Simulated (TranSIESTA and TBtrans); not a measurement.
Junction: In chain with one O atom inserted. Leads: straight In chain, spacing 2.9 Å. Geometry: 3 atoms about the centre moved by SIESTA (PBE, DZP) to a largest force of 0.02 eV/Å, all others as built, motion along the axis alone.

Method: TranSIESTA and TBtrans, PBE, DZP numerical orbitals (energy shift 0.15 eV), PseudoDojo norm-conserving scalar-relativistic potentials, mesh cutoff 200 Ry, 300 K, spin-polarised (collinear), no spin-orbit coupling; self-consistent non-equilibrium Green functions.

Energies count from the leads' Fermi level. Transmissions are for each spin. The energy step is 0.01 eV; narrower resonances are cut or missed.

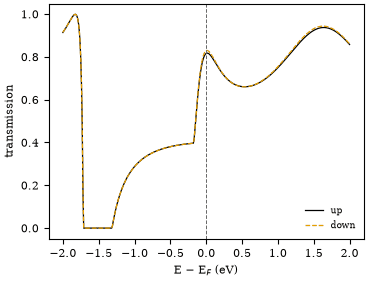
Figure: Transmission against energy

```csv
E (eV),T up,T down,lead channels up,down
-2.00,0.91,0.91,1,1
-1.80,0.99,0.99,1,1
-1.60,0,0,0,0
-1.40,0,0,0,0
-1.20,0.16,0.16,1,1
-1.00,0.29,0.29,1,1
-0.80,0.34,0.34,1,1
-0.60,0.37,0.37,1,1
-0.40,0.39,0.39,1,1
-0.20,0.40,0.40,1,1
0.00,0.82,0.83,3,3
0.20,0.73,0.74,3,3
0.40,0.67,0.67,3,3
0.60,0.66,0.66,3,3
0.80,0.69,0.69,3,3
1.00,0.75,0.75,3,3
1.20,0.83,0.83,3,3
1.40,0.90,0.91,3,3
1.60,0.94,0.94,3,3
1.80,0.92,0.92,3,3
2.00,0.86,0.86,3,3
```

Moments were seeded on the central atoms alone, and one start was tried. The straight chain is held at its spacing; free chains may zigzag or dimerise.
